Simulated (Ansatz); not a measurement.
**doublet AlH5O+: levels of theory compared**

We compute a comparison of 6 runs (UHF/STO-3G, U-r2SCAN/STO-3G, U-r2SCAN0/STO-3G, UHSE06/STO-3G, UCCSDT/STO-3G, UCCSD(T)/STO-3G) of doublet AlH5O+. 

Program for the calculation: Ansatz 0.2.0.

53 further runs of the same task are left out: 1 that didn't finish, 52 set aside as unsound or not needed.

## 1. The molecule

AlH5O+: 7 atoms, total charge +1, spin state doublet. As SMILES of the parent species, `[H][Al]([H])([H])<-[OH2]`. The shape comes from GFN2-xTB, which is rough for such elements, and wasn't checked as a minimum. That shape belongs to the parent species and isn't relaxed for this state.

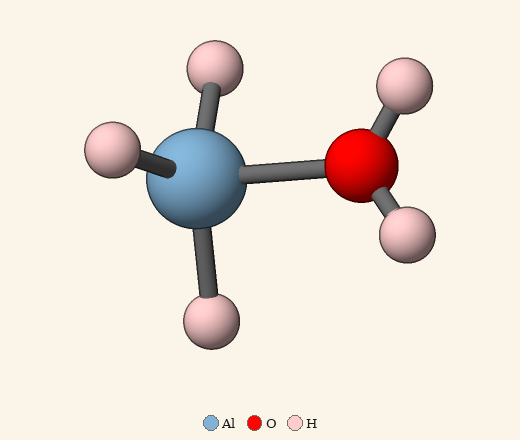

Viewed from a chosen angle; aluminium light blue, oxygen red, hydrogen pink.

## 2. A single-point energy at UHF/STO-3G (run 1)

Input file molecule.yaml:

```yaml
crystal:
  periodic: [false, false, false]
  atoms:
    - {symbol: Al, position_ang: [0.038170, -0.063310, -0.878000]}
    - {symbol: O, position_ang: [-0.024940, 0.038110, 1.009060]}
    - {symbol: H, position_ang: [-0.734700, -0.319470, 1.555830]}
    - {symbol: H, position_ang: [0.587960, 0.568180, 1.531290]}
    - {symbol: H, position_ang: [1.607200, -0.040110, -0.978390]}
    - {symbol: H, position_ang: [-0.735740, 1.245780, -1.269530]}
    - {symbol: H, position_ang: [-0.737950, -1.429180, -0.970260]}
basis:
  gaussian:
    orbitals: STO-3G
total_charge: 1
magnetization:
  spin_polarized: true
  initial_magnetization: 1
hamiltonian:
  xc: hf
accuracy: high
```

Run with:

```bash
$ ansatz run molecule.yaml --threads 1 --pin off --max-ram 2610MiB --events-out events.jsonl --progress --plain --runs-dir runs
```

The program printed:

```text
Warning: RAYON_NUM_THREADS=1 ignored (pool sized by the plan → 1); use --threads N
Functional definition: HF
  name "HF"
  exchange = exact_x
  correlation = 0
336 factors; integrals over basis functions are off by at most 4.7e-9 eV
mean field evaluation 1: about -8582.0728 eV, gradient 1.8e1 eV
mean field evaluation 2: about -8582.1024 eV, gradient 1.8e1 eV
mean field evaluation 4: about -8584.5412 eV, gradient 1.7e0 eV
mean field evaluation 8: about -8584.6160 eV, gradient 5.7e-2 eV
mean field evaluation 16: about -8584.5393 eV, gradient 1.6e0 eV
mean field evaluation 32: about -8584.5771 eV, gradient 7.6e-1 eV
mean field evaluation 64: about -8584.5458 eV, gradient 3.1e-1 eV
mean field evaluation 96: about -8584.3888 eV, gradient 1.7e0 eV
mean field -8584.61751331 eV, -315.4788747515 hartree, gradient 7.2e-8 eV, S^2 0.802273; 3 other end points of the search recorded, 0 dependent functions left out
reference -8584.61751331 eV, -315.4788747515 hartree; 13, 12 occupied and 6, 7 virtual orbitals, 336 factors
Total energy: -8584.61751331 eV, -315.4788747515 hartree
```

Run time: 0.2 s. Hardware: 1 thread of Arm Neoverse V2, shared host.

## 3. The energy at U-r2SCAN/STO-3G (run 2)

Changes to molecule.yaml since step 2:

```diff
@@ -11,10 +11,6 @@
 basis:
-  gaussian:
-    orbitals: STO-3G
+  gaussian: {orbitals: STO-3G}
 total_charge: 1
-magnetization:
-  spin_polarized: true
-  initial_magnetization: 1
-hamiltonian:
-  xc: hf
+magnetization: {spin_polarized: true, initial_magnetization: 1}
+hamiltonian: {xc: {name: r2SCAN}}
 accuracy: high
```

Run with:

```bash
$ ansatz run molecule.yaml --threads 1 --pin off --max-ram 2610MiB --events-out events.jsonl --progress --plain --runs-dir runs
```

The program printed:

```text
Warning: RAYON_NUM_THREADS=1 ignored (pool sized by the plan → 1); use --threads N
Functional definition: r2SCAN
  name "r2SCAN"
  parameter k0 = 0.174
  parameter k1 = 0.065
  parameter a1 = 4.9479
  exchange = r2scan_x(k0 = k0, k1 = k1, a1 = a1)
  correlation = r2scan_c
336 factors; integrals over basis functions are off by at most 4.7e-9 eV
mean field evaluation 1: about -8604.2296 eV, gradient 2.2e1 eV
mean field evaluation 2: about -8591.5454 eV, gradient 4.6e1 eV
mean field evaluation 4: about -8606.9163 eV, gradient 6.6e0 eV
mean field evaluation 8: about -8607.5082 eV, gradient 1.1e0 eV
mean field evaluation 16: about -8607.4791 eV, gradient 1.2e-2 eV
mean field evaluation 32: about -8606.7284 eV, gradient 4.9e0 eV
mean field -8607.47909370 eV, -316.3190223345 hartree, gradient 5.2e-8 eV, S^2 0.759412; 3 other end points of the search recorded, 0 dependent functions left out
reference -8607.47909475 eV, -316.3190223733 hartree; 13, 12 occupied and 6, 7 virtual orbitals, 336 factors
Total energy: -8607.47909475 eV, -316.3190223733 hartree
```

Run time: 5.7 s. Hardware: 1 thread of Arm Neoverse V2, shared host; peak memory 0.24 GiB.

Runs 3 to 5 aren't shown in full; the table further down has their settings and results.

## 4. The energy at UCCSD(T)/STO-3G (run 6)

Input file run.yaml:

```yaml
crystal:
  periodic: [false, false, false]
  atoms:
    - symbol: Al
      position_ang: [0.038170, -0.063310, -0.878000]
    - symbol: O
      position_ang: [-0.024940, 0.038110, 1.009060]
    - symbol: H
      position_ang: [-0.734700, -0.319470, 1.555830]
    - symbol: H
      position_ang: [0.587960, 0.568180, 1.531290]
    - symbol: H
      position_ang: [1.607200, -0.040110, -0.978390]
    - symbol: H
      position_ang: [-0.735740, 1.245780, -1.269530]
    - symbol: H
      position_ang: [-0.737950, -1.429180, -0.970260]
basis:
  gaussian:
    orbitals: STO-3G
total_charge: 1
magnetization:
  spin_polarized: true
  initial_magnetization: 1
correlation:
  method: ccsd_t
  frozen_orbitals: {Al: 5, H: 0, O: 1}
accuracy: high
scf:
  omitted_lower_state_checks: [cluster_reference, increment]
```

Run with:

```bash
$ ansatz run run.yaml --threads 1 --pin off --max-ram 2610MiB --events-out events.jsonl --progress --plain --runs-dir runs
```

The program printed:

```text
Warning: RAYON_NUM_THREADS=1 ignored (pool sized by the plan → 1); use --threads N
[... 14 lines left out ...]
6 core orbitals not correlated: weight in the atoms' cores, before any rotation towards them, 0.999 or more for the frozen orbitals, at most 0.000 for the correlated occupied ones
[... 35 lines left out ...]
Total energy: -8587.52019903 eV, -315.5855464843 hartree
Checks for a lower state left out: cluster_reference, increment
```

It took 0.34 s on 1 thread of Arm Neoverse V2, shared host.

## 5. Overview of the runs

```tsv
run	level	frozen core orbitals	energy (Eh)	⟨S²⟩	wall time
1	UHF/STO-3G	–	-315.478875	0.802	0.2 s
2	U-r2SCAN/STO-3G	–	-316.319022	0.759	5.7 s
3	U-r2SCAN0/STO-3G	–	-316.311161	0.766	4.8 s
4	UHSE06/STO-3G	–	-316.173016	0.759	2.9 s
5	UCCSDT/STO-3G	6	-315.586138	0.802	0.89 s
6	UCCSD(T)/STO-3G	6	-315.585546	0.802	0.34 s
```

## 6. Summary of results

| quantity | value |
| --- | --- |
| run 6: total energy | -315.58555 Eh |
| run 6: correlation energy (6 core orbitals frozen) | -106.7 mEh |
| run 6: (T) correction | -1.46 mEh |
| run 6: ⟨S²⟩ of the reference determinant | 0.802 |
| run 6: T1 diagnostic | 0.037 |

In words: Below the UHF energy at the same shape and in the same basis (STO-3G): UCCSDT -107.3 mEh; UCCSD(T) -106.7 mEh. Totals of different functionals can't be ranked against each other. In runs 1, 2, 3, 4, 5, 6 the basis is minimal, so the values are rough. All runs together took 15 s, the longest 5.7 s.
